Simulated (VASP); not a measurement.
Consider the following.

```
CELL_PARAMETERS angstrom
      4.30867     0.00000     0.00000
      0.00000     4.30867     0.00000
      0.00000     0.00000     4.30867
ATOMIC_POSITIONS crystal
  Cu 0.75000 0.25000 0.75000
  Cu 0.25000 0.75000 0.75000
  Cu 0.75000 0.75000 0.25000
  Cu 0.25000 0.25000 0.25000
  O  0.00000 0.00000 0.00000
  O  0.50000 0.50000 0.50000
```

Calculation: PBE GGA, VASP's PBE PAW potentials (set 64) (plane waves; VASP 6.6.1). Run with 520 eV cut-off, 6×6×6 Γ-centred mesh, tetrahedra with Blöchl corrections, potentials Cu O.

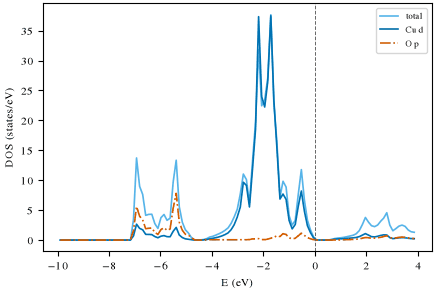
Figure. Total and projected density of states, zero at the valence-band maximum

Within 2 eV below the valence-band maximum the largest weight inside VASP's projection spheres is Cu d.

The gap is direct, 0.46 eV, from the valence maximum at Γ to the conduction minimum at Γ.

The compound is Cu2O in the cuprite structure. It was relaxed first.
